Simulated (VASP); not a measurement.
Band structure of ZrN (relaxed from the CsCl type structure, space group Pm-3m). Level of theory: PBEsol GGA, VASP's PBE PAW potentials (set 64) (plane waves; VASP).

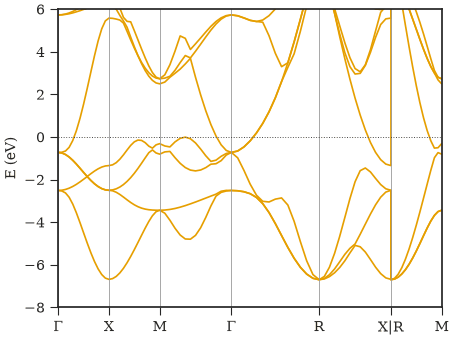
Figure: Bands along high-symmetry lines, zero at the valence-band maximum or, without a gap, the Fermi level

Question: Read the plot: is there a gap, and where are the band edges?

Answer: It has no gap at this level: it comes out as a metal or semimetal. (Edges off the drawn lines would not show.)

The structure was generated: ZrN was put into the CsCl type type (Pm-3m), which need not be its known phase. It was relaxed first, which changed the volume by -32 %. The electron count is odd and the run is not spin-polarised, which forces a metal.
